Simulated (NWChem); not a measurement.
SiH₂Cl₂: energy and gradient calculation

- system: SiH₂Cl₂
- method: M06-2X/6-311+G**, RKS (NWChem 7.3.0)

The geometry comes from this level: PBE0-D4/def2-TZVP.

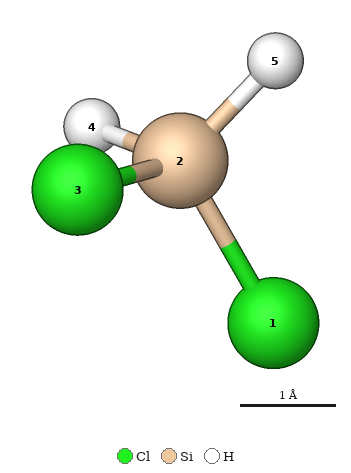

*The structure (ball-and-stick view, seen at a tilt; atoms are numbered from 1 in the order of the input).*

Bond lengths as drawn: Cl–Si 2.04 Å and H–Si 1.48 Å.

Input
```python
from ase.io import read
from ase.calculators.nwchem import NWChem

molecule = read('nw.xyz')

calc = NWChem(
    label='nw',
    theory='dft',
    memory='2200 mb',
    basis='6-311+G**',
    basispar='spherical bse',
    dft={'xc': 'm06-2x', 'mult': '1', 'grid': 'fine', 'convergence': 'energy 1e-08', 'iterations': '100', 'mulliken': None},
)
molecule.calc = calc

forces = molecule.get_forces()
print(f"energy = {molecule.get_potential_energy():.6f} eV")
print("forces (eV/A):")
for s, f in zip(molecule.symbols, forces):
    print(f"{s:2s} {f[0]:10.5f} {f[1]:10.5f} {f[2]:10.5f}")
print("dipole (e A):", molecule.get_dipole_moment().round(4))
```

File nw.xyz
```
5
Cl2H2Si
Cl    -1.036100    -0.393400     1.609300
Si     0.136800    -0.071700    -0.028900
Cl    -0.799200     1.196800    -1.324000
H      0.352000    -1.362200    -0.711200
H      1.396500     0.556600     0.413400
```

File nw.nwi
```
title "nw"

permanent_dir nw

scratch_dir nw

start nw

geometry units angstrom nocenter noautosym noautoz
  Cl -1.0361000000000000e+00 -3.9340000000000003e-01 1.6093000000000000e+00
  Si 1.3680000000000000e-01 -7.1700000000000000e-02 -2.8899999999999999e-02
  Cl -7.9920000000000002e-01 1.1968000000000001e+00 -1.3240000000000001e+00
  H  3.5199999999999998e-01 -1.3622000000000001e+00 -7.1120000000000005e-01
  H  1.3965000000000001e+00 5.5659999999999998e-01 4.1339999999999999e-01
end

memory 2200 mb

basis spherical bse noprint
   * library 6-311+G**
end

dft
  xc m06-2x
  mult 1
  grid fine
  convergence energy 1e-08
  iterations 100
  mulliken
end

task dft gradient
```

Launched with:
```bash
export ASE_NWCHEM_COMMAND="nwchem PREFIX.nwi > PREFIX.nwo"
python run.py
```

Output
```
energy = -32957.346879 eV
forces (eV/A):
Cl   -0.11267   -0.02041    0.13961
Si    0.43482   -0.19597   -0.06983
Cl   -0.09385    0.11405   -0.10732
H    -0.06202    0.14686    0.07487
H    -0.16630   -0.04453   -0.03738
dipole (e A): [ 0.3257 -0.1462 -0.053 ]
```

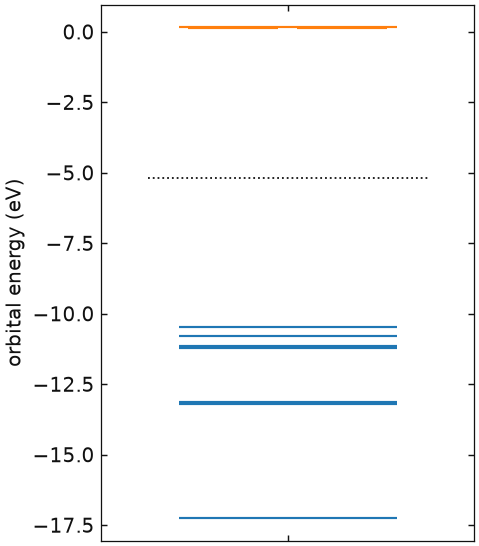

*Orbital energies near the frontier; the dotted line parts filled from empty levels, and levels within 0.02 eV of each other stand side by side.*

Highest filled −10.48 eV, lowest empty 0.14 eV, 10.62 eV apart.

Key numbers

| quantity | value |
| --- | --- |
| outcome | converged |
| total energy | −1211.160168 hartree |
| basis functions | 102 |
| largest force | 0.482 eV/Å |
| HOMO | −10.48 eV |
| LUMO | 0.14 eV |
| dipole moment | 1.73 D |
| hardware | 1 thread of AMD EPYC (Zen 5), 16 GiB of memory available, shared host |
| wall time | 12 s |
| peak memory | 0.12 GiB |
